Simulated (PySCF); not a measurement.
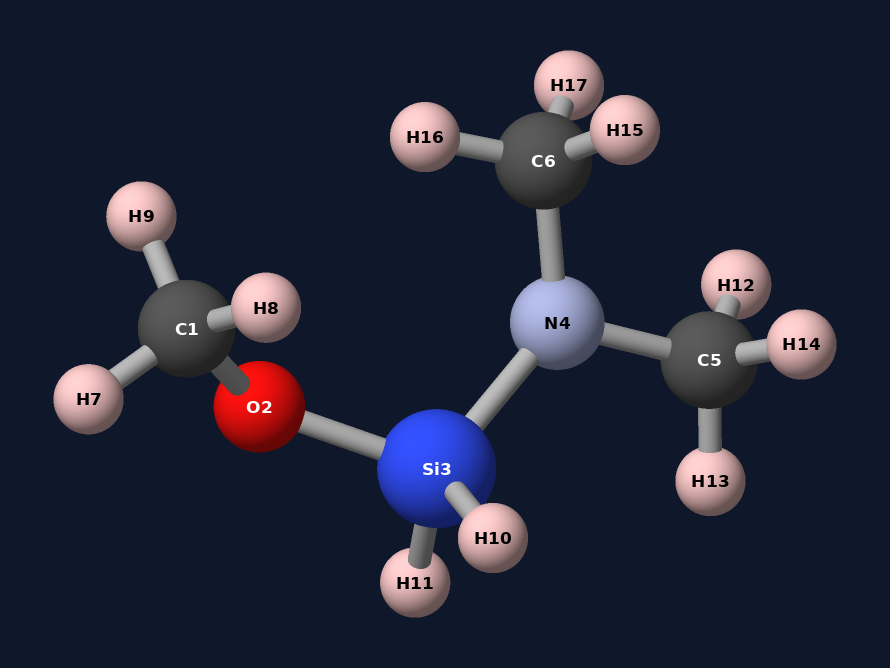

Every bond is drawn as one stick. The computed structure is the end point of a GFN2-xTB optimisation. No frequency run is at hand to confirm it as a minimum. Method: PBE0/pcSseg-1 (PySCF 2.14.0).

List the Mayer bond orders of C1–O2, O2–Si3, Si3–N4, N4–C5, N4–C6 (bonds between heavy atoms, one of each equivalent set).

| bond | Mayer order | length (Å) |
| --- | --- | --- |
| C1–O2 | 0.89 | 1.392 |
| O2–Si3 | 0.99 | 1.618 |
| Si3–N4 | 0.96 | 1.721 |
| N4–C5 | 0.97 | 1.439 |
| N4–C6 | 0.96 | 1.442 |

The geometry is semi-empirical. Around Si such bond lengths and angles can be off by a tenth of an ångström or more and by several degrees, and values that hang on the shape move with them.
